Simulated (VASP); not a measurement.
Band structure of NiSi₂ (fluorite). Computed with r2SCAN+rVV10, VASP's PBE PAW potentials (set 64) (plane waves; VASP).

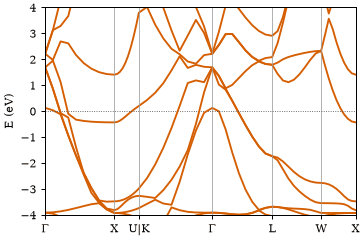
Fig. 1. Bands along high-symmetry lines, zero at the valence-band maximum or, without a gap, the Fermi level

Read the plot: is there a gap, and where are the band edges?

It has no gap at this level: it comes out as a metal or semimetal.

The compound is NiSi2 in the fluorite structure. It was relaxed first. The run is not spin-polarised, so no magnetic state was tried.
